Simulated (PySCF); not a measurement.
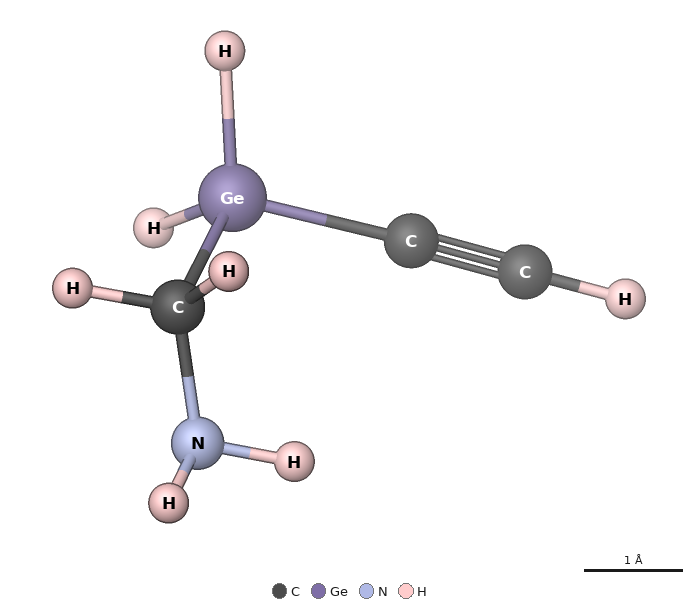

Atoms fade into the background with distance from the viewer. The computed structure is the end point of a PBE0-D3(BJ)/def2-SVP optimisation. No frequency run is at hand to confirm it as a minimum. Masses are those of the most abundant isotopes; constants are for the rigid equilibrium geometry.

Classify the rotor and give the rotational constants (MHz).

An asymmetric top (C1): A = 4181, B = 2491, C = 1676 MHz. Ray's parameter κ is −0.35, nearer the prolate limit.
